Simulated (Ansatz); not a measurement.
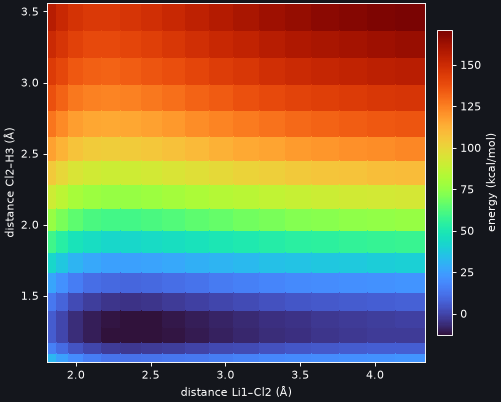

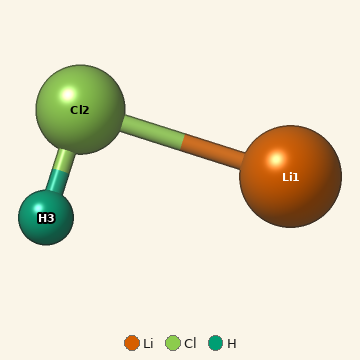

Energy landscape of the system Li⁺ + ClH. The first coordinate is: distance Li1–Cl2; the second: distance Cl2–H3. Nothing is relaxed (the angle Li1–Cl2–H3 is fixed at 90 degrees). The scan uses a 17 × 17 grid. Energies are in kcal/mol, from Li with charge +1 far from the relaxed ClH (each part in its own basis). The reference is spin-restricted, so regions where a bond is pulled apart into radicals lie too high. Method: RHF/def2-TZVPD (Ansatz).

Drawn: one coloured cell a grid point. The second picture is the structure at the lowest point.

Where are the wells?

The lowest grid point is at distance Li1–Cl2 = 2.369 Å, distance Cl2–H3 = 1.225 Å, −13 kcal/mol from Li with charge +1 far from the relaxed ClH (each part in its own basis). It is the only kind of minimum in the scanned range. The highest grid point, distance Li1–Cl2 = 4.240 Å, distance Cl2–H3 = 3.464 Å, lies 184 kcal/mol above the lowest.

Each point was launched as `ansatz run input.yaml --threads 1 --pin off --max-ram 2560MiB --backend cpu --events-out ev --progress --plain --runs-dir out`. Time for the 289 points that were run: 100 s on 1 thread of Arm Neoverse V2, on a shared host.
